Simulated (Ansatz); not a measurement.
**Single-point calculation of Si2NH7S**

The run: single-point calculation of Si2NH7S. Method and program: RKS PBE0-D4/def2-TZVPP (Ansatz 0.2.0).

The geometry is a transition state. The reaction was set up to form N2–H4 and to break Si1–N2 and S3–H4 (atoms counted from 1 in the order of the input); sticks are drawn by distance alone. The geometry comes from this level: PBE0-D4/def2-TZVP.

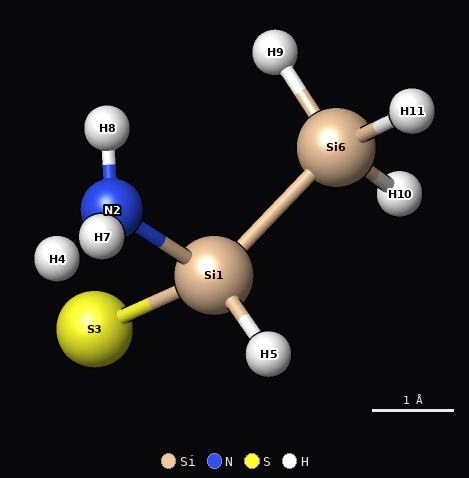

Figure 1. The structure as given in the input (ball-and-stick view, seen at a tilt; atoms are numbered from 1 in the order of the input). Bond lengths as drawn: H–N 1.01 Å, H–Si 1.49 Å, N–Si 1.84 Å, Si–Si 2.34 Å and S–Si 2.07 Å.

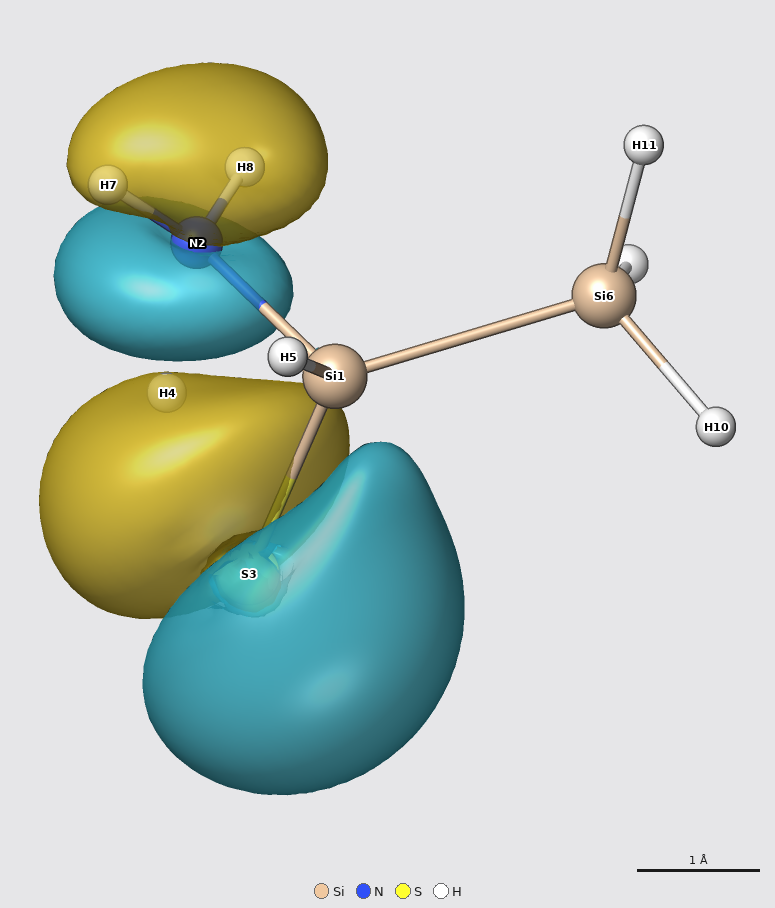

Figure 2. The HOMO−1 at ±0.08 Å⁻³ᐟ² (yellow and cyan are the two phases), seen at a tilt. Its energy is −7.12 eV.

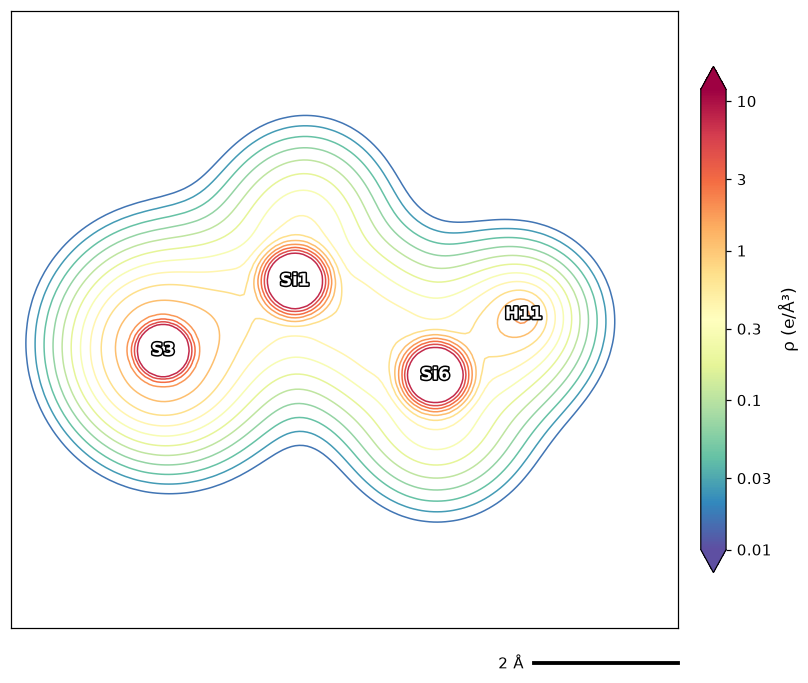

Figure 3. Total electron density on the plane of atoms S3, Si1 and Si6. Si–Si (2.34 Å): ρ is about 0.65 e/Å³ halfway. Si–H (1.49 Å): ρ at the midpoint is about 0.79 e/Å³.

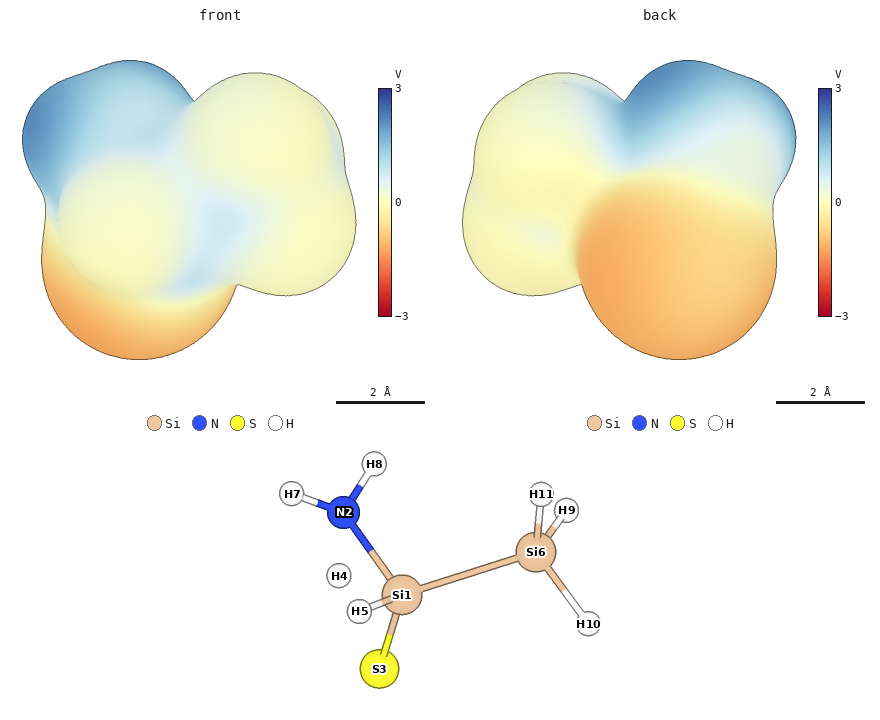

Figure 4. The molecular electrostatic potential painted on the density surface at 0.001 e/bohr³, seen at a tilt and from behind; the colour scale runs from red (negative) to blue (positive). The bare structure is drawn below in the same view.

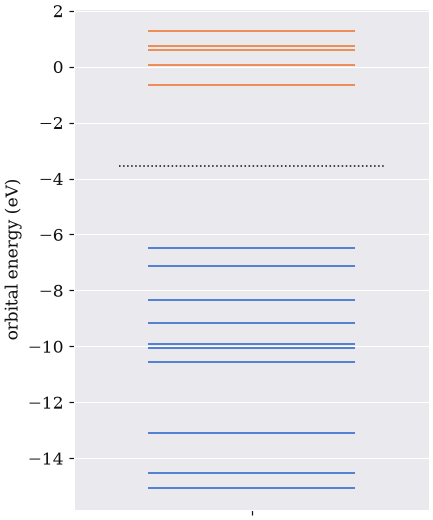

Figure 5. Orbital energies near the frontier; the dotted line parts filled from empty levels, and levels within 0.02 eV of each other stand side by side. Highest filled −6.49 eV, lowest empty −0.64 eV, 5.85 eV apart.

The input that produced these results follows, with the program's output.

Input
```yaml
crystal:
  periodic: [false, false, false]
  atoms:
    - {symbol: Si, position_ang: [-0.338388, 0.281057, -0.701779]}
    - {symbol: N, position_ang: [1.341237, 0.936986, -0.330110]}
    - {symbol: S, position_ang: [0.419679, -0.742489, -2.327607]}
    - {symbol: H, position_ang: [1.478257, 0.200224, -1.440278]}
    - {symbol: H, position_ang: [-1.182645, 1.487675, -0.936090]}
    - {symbol: Si, position_ang: [-1.136947, -0.957353, 1.118285]}
    - {symbol: H, position_ang: [1.491625, 1.937324, -0.400194]}
    - {symbol: H, position_ang: [1.832132, 0.569803, 0.476913]}
    - {symbol: H, position_ang: [-0.050526, -1.855498, 1.597422]}
    - {symbol: H, position_ang: [-2.300033, -1.780836, 0.697407]}
    - {symbol: H, position_ang: [-1.554390, -0.076891, 2.246032]}
basis:
  gaussian: {orbitals: def2-TZVPP}
hamiltonian: {xc: pbe0, dispersion: d4}
output: {orbitals: {seedname: orbitals}}
```

Launch command:
```bash
ansatz run in.yaml --threads 4 --pin off --events-out ev --progress --plain --max-ram 9574MiB
```

Log
```
Functional definition: PBE0
  name "PBE0"
  cite "Adamo & Barone, J. Chem. Phys. 110, 6158 (1999) doi:10.1063/1.478522"
  cite "Perdew, Burke & Ernzerhof, Phys. Rev. Lett. 77, 3865 (1996) doi:10.1103/PhysRevLett.77.3865"
  parent pbe
  parameter a = 0.25
  parameter kappa = 0.804
  parameter beta = 0.06672455060314922
  exchange = (1 - a)*pbe_x(kappa = kappa, mu = beta*pi^2/3) + a*exact_x
  correlation = pbe_c(beta = beta)
1465 factors; their error is unknown
mean field evaluation 1: about -28179.3276 eV, gradient 5.2e1 eV
mean field evaluation 2: about -28173.7421 eV, gradient 7.0e1 eV
mean field evaluation 4: about -28184.4177 eV, gradient 3.9e0 eV
mean field evaluation 8: about -28184.4568 eV, gradient 5.7e-2 eV
mean field evaluation 16: about -28184.4993 eV, gradient 2.7e-5 eV
mean field -28184.49933186 eV, -1035.7612463060 hartree, gradient 2.7e-5 eV, S^2 0.000000; 0 other end points of the search recorded, 0 dependent functions left out
reference -28184.49936585 eV, -1035.7612475553 hartree; 29, 29 occupied and 226, 226 virtual orbitals, 1465 factors
Total energy: -28184.73695828 eV, -1035.7699789158 hartree
```

Summary

| quantity | value |
| --- | --- |
| outcome | converged |
| total energy | −28184.7370 eV |
| mean-field energy | −28184.4994 eV |
| dispersion energy | −0.2376 eV |
| SCF solution under orbital rotations | stable |
| HOMO | −6.49 eV |
| LUMO | −0.64 eV |
| hardware | 4 threads of Arm Neoverse V1, 23 GiB of memory available, shared host |
| wall time | 3.3 s (CPU time 12 s) |
| peak memory | 0.68 GiB |
